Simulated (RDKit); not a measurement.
**Geometry relaxation, with input and output: B2H4S**

The run: geometry relaxation of B2H4S, SMILES BSB. Method and program: UFF (RDKit 2026.09.1).

The geometry comes from this level: GFN2-xTB.

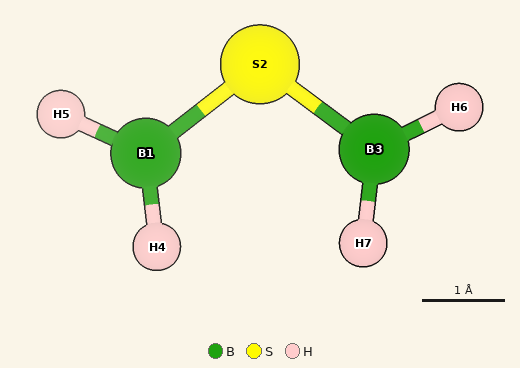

*The structure as given in the input (ball-and-stick view, seen on its broad side; atoms are numbered from 1 in the order of the input).*

Bond lengths as drawn: B–H 1.17 Å and B–S 1.78 Å.

## Key numbers

| quantity | value |
| --- | --- |
| outcome | converged |
| total energy | −0.000217 hartree |
| hardware | 1 thread of Arm Neoverse V2, 24 GiB of memory available, shared host |
| peak memory | 0.073 GiB |

## Input file (ff.py)
```python
import json
import numpy as np
from rdkit import Chem
from rdkit.Chem import AllChem
from rdkit.Chem import rdDetermineBonds

molecule = Chem.MolFromXYZFile("mol.xyz")
rdDetermineBonds.DetermineBonds(molecule, charge=0)
print("perceived SMILES:", Chem.MolToSmiles(Chem.RemoveHs(molecule)))
symbols = [a.GetSymbol() for a in molecule.GetAtoms()]
start = molecule.GetConformer().GetPositions().copy()

ff = AllChem.UFFGetMoleculeForceField(molecule)
e0 = ff.CalcEnergy()
print(f"start   E = {e0:.5f} kcal/mol")
path, flag, n = [], 1, 0
while flag and n < 2000:
    flag = ff.Minimize(maxIts=50, forceTol=0.0001)
    n += 50
    path.append((n, ff.CalcEnergy(), molecule.GetConformer().GetPositions().tolist()))
    print(f"{n:5d}   E = {path[-1][1]:.5f} kcal/mol")
print("converged" if flag == 0 else "iteration limit reached")
final = molecule.GetConformer().GetPositions()
for a, p in zip(symbols, final):
    print(f"{a:<2} {p[0]:11.5f} {p[1]:11.5f} {p[2]:11.5f}")
print(f"energy gained {e0 - path[-1][1]:.4f} kcal/mol")
json.dump(dict(symbols=symbols, start=start.tolist(), start_energy=e0, energy=path[-1][1], final=final.tolist(), path=path, success=flag == 0), open("results.json", "w"))
```

## File mol.xyz
```
7

B     -1.307540    -0.099900    -0.529180
S     -0.426500     0.513280     0.885900
B      1.281300     0.130320     0.583850
H     -0.738110    -0.626830    -1.400430
H     -2.463770     0.050140    -0.543720
H      2.051890     0.450830     1.398020
H      1.602740    -0.417850    -0.394420
```

Run as:
```bash
python ff.py
```

## Output
```
perceived SMILES: B[S+]=[BH2-]
start   E = 38.27922 kcal/mol
   50   E = -0.13633 kcal/mol
converged
B     -1.29402    -0.09764    -0.52273
S     -0.25868     0.39516     0.69703
B      1.23610     0.14593     0.60112
H     -0.87047    -0.64864    -1.47843
H     -2.45345     0.10600    -0.42838
H      1.94896     0.50173     1.47285
H      1.69157    -0.40255    -0.34146
energy gained 38.4155 kcal/mol
```
